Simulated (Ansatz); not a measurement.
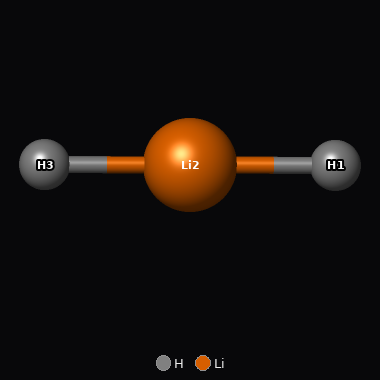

The system is H⁻ + LiH; the picture shows the reference structure. First axis: distance H1–Li2. Second axis: distance Li2–H3. Nothing is relaxed (the angle H1–Li2–H3 is fixed at 180 degrees). Grid: 17 × 17 points; 153 points were computed and 136 follow by symmetry. Energies are in kcal/mol, from H with charge -1 far from the relaxed LiH (each part in its own basis). The reference is spin-restricted, so regions where a bond is pulled apart into radicals lie too high. Computed with RHF/aug-cc-pVTZ in Ansatz 0.2.0.

Its coordinates:

```yaml
atoms:
  - { symbol: H, position_ang: [-1.7130, 0.0000, 0.0000] }
  - { symbol: Li, position_ang: [0.0000, 0.0000, 0.0000] }
  - { symbol: H, position_ang: [1.7130, 0.0000, 0.0000] }
```

Range: distance H1–Li2 from 1.272 to 3.272 Å; distance Li2–H3 from 1.272 to 3.272 Å.

Q: What landscape does the calculation give?

A: The lowest grid point is at distance H1–Li2 = 1.713 Å, distance Li2–H3 = 1.713 Å, −53.7 kcal/mol from H with charge -1 far from the relaxed LiH (each part in its own basis). It is the only kind of minimum in the scanned range. The highest grid point, distance H1–Li2 = 3.272 Å, distance Li2–H3 = 3.272 Å, lies 59.5 kcal/mol above the lowest. Round the minimum the two coordinates are weakly coupled (coupling 0.07 in units of the two stiffnesses).

```tsv
distance Li2–H3 ↓, distance H1–Li2 →	1.326	1.499	1.713	1.955	2.219	2.501	2.799	3.111
3.111	−21.3	−30.2	−32.6	−29.5	−23.3	−15.9	−8.2	−1.0
2.799	−26.0	−35.1	−37.8	−35.1	−29.4	−22.3	−15.0	−8.2
2.501	−30.9	−40.3	−43.3	−41.1	−35.7	−29.1	−22.3	−15.9
2.219	−35.6	−45.3	−48.6	−46.8	−41.9	−35.7	−29.4	−23.3
1.955	−39.0	−48.9	−52.6	−51.2	−46.8	−41.1	−35.1	−29.5
1.713	−39.6	−49.7	−53.7	−52.6	−48.6	−43.3	−37.8	−32.6
1.499	−35.3	−45.5	−49.7	−48.9	−45.3	−40.3	−35.1	−30.2
1.326	−25.1	−35.3	−39.6	−39.0	−35.6	−30.9	−26.0	−21.3
```

The table holds every second grid line.

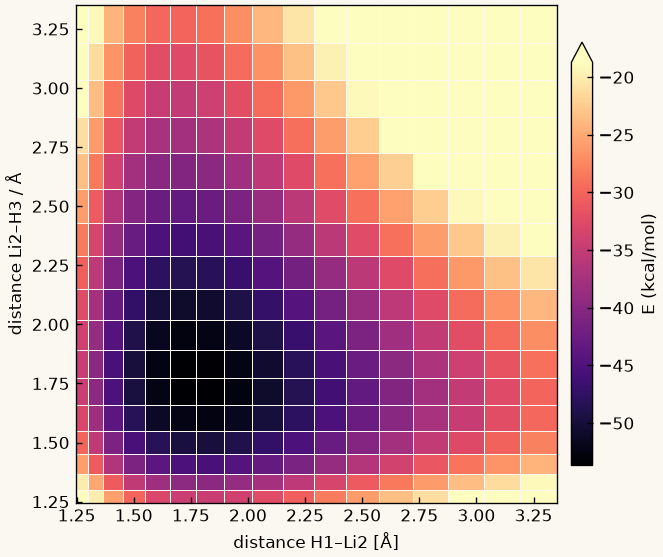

In the figure: one coloured cell a grid point, one colour for all values above the top of the scale.

Each point was launched as `ansatz run input.yaml --threads 1 --pin off --max-ram 2560MiB --backend cpu --events-out ev --progress --plain --runs-dir out`. The whole map (153 points run) took 31 s on 1 thread of Arm Neoverse V2 (shared host).
